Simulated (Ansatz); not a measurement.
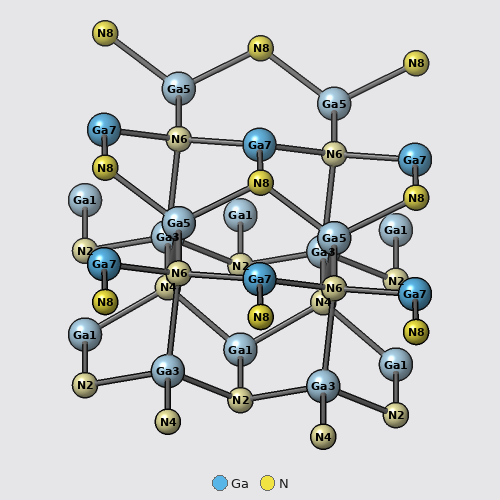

The system is C on a GaN(100) slab cut from the P6_3mc phase, its upper half relaxed before the scan (8 atoms of substrate and one adsorbate in a 1 × 1 cell); the picture shows it without the atoms that are moved over the map. C is moved over the surface cell; relaxed at each place: the height of the adsorbate's atoms; substrate rigid; the origin of the map has the adsorbate above N8. Places are given modulo a cell vector. The map is drawn in real space over the plane of the surface. The grid has 6 × 6 points; 24 points were computed and 12 follow by symmetry. Energies: eV, counted from the lowest grid point. Energies and slopes of some neighbouring points disagree (a jump in structure or state, or too coarse a mesh). The magnetic moment jumps between some neighbouring points. With one adsorbate in each 1 × 1 cell, its nearest image is 3.2 Å away, so neighbouring adsorbates interact. Theory: DFT PBE, scalar-relativistic, plane waves, PAW (Ansatz). Settings: cutoff 420 eV, k-mesh 8×5×1, gaussian smearing 0.05 eV, spin-polarised.

Range: position of C9 along the first surface vector from 0.000 to 0.833; position of C9 along the second surface vector from 0.000 to 0.833.

What will the energy surface look like?

The lowest grid point is at the top site over a surface N atom, (0/6, 0/6) of the cell vectors. The highest grid point, (3/6, 5/6) of the cell vectors [nearest 1 Ga at 2.53 Å and 2 N at 2.54 Å], lies 2.10 eV above the lowest. At the lowest point the adsorbate has 1 N at 1.40 Å as nearest neighbours, at the highest 1 Ga at 2.53 Å and 2 N at 2.54 Å. Its relaxed height above the top atom is 1.40 Å at the lowest and 1.76 Å at the highest point.

| second ↓, first → | 0/6 | 1/6 | 2/6 | 3/6 | 4/6 | 5/6 |
| --- | --- | --- | --- | --- | --- | --- |
| 5/6 | 0.03 | 0.38 | 1.45 | 2.10 | 1.45 | 0.38 |
| 4/6 | 1.29 | 1.41 | 1.59 | 1.97 | 1.59 | 1.41 |
| 3/6 | 1.73 | 1.79 | 1.54 | 0.79 | 1.54 | 1.79 |
| 2/6 | 1.63 | 1.69 | 1.88 | 1.72 | 1.88 | 1.69 |
| 1/6 | 0.29 | 0.57 | 1.24 | 1.92 | 1.24 | 0.57 |
| 0/6 | 0.00 | 0.30 | 0.92 | 1.92 | 0.92 | 0.30 |

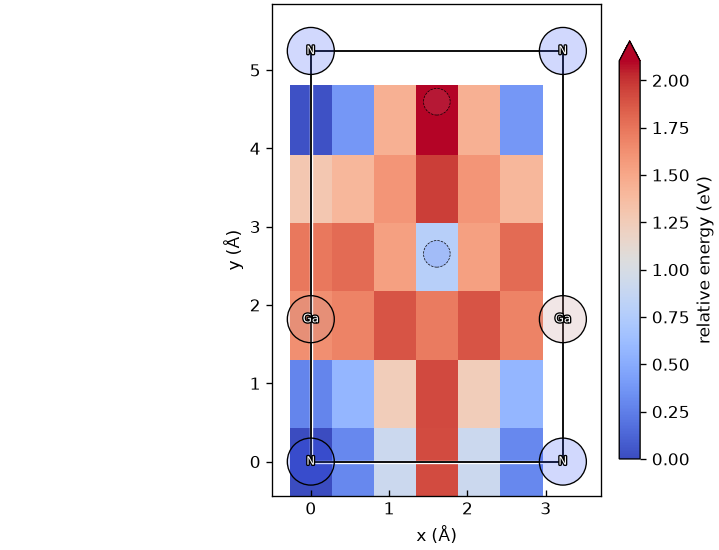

In the figure: one coloured cell a grid point, labelled circles for the atoms of the top layer and small ones for the second layer, the outline of one cell of the plane, one colour for all values above the top of the scale.

The whole map (24 points run) took 19 min on 4 threads of Intel(R) Xeon(R) Platinum 8488C (Sapphire Rapids), with other jobs on the host.

PAW datasets: the set soft_1.
